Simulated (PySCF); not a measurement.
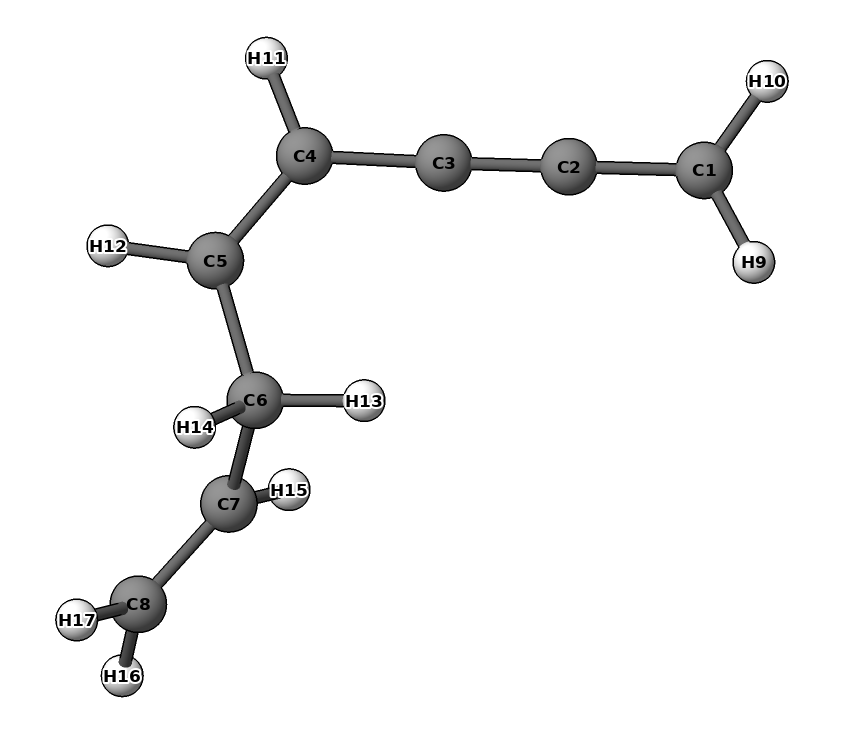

The questions are on Mulliken spin populations. Charge 0, doublet. Computed geometry: GFN2-xTB optimisation. No frequency run is at hand to confirm it as a minimum. Level of theory: UKS B3LYP, pcH-1 on C H, non-relativistic (PySCF 2.14.0).

Give the Mulliken spin populations atom by atom.

| atom | value (e) |
| --- | --- |
| C1 | 0.63 |
| C2 | −0.24 |
| C3 | 0.46 |
| C4 | −0.20 |
| C5 | 0.42 |
| C6 | −0.03 |
| C7 | 0.00 |
| C8 | 0.02 |
| H9 | −0.03 |
| H10 | −0.03 |
| H11 | 0.01 |
| H12 | −0.02 |
| H13 | 0.00 |
| H14 | 0.01 |
| H15 | 0.00 |
| H16 | 0.00 |
| H17 | 0.00 |

Mulliken values depend strongly on the basis set.
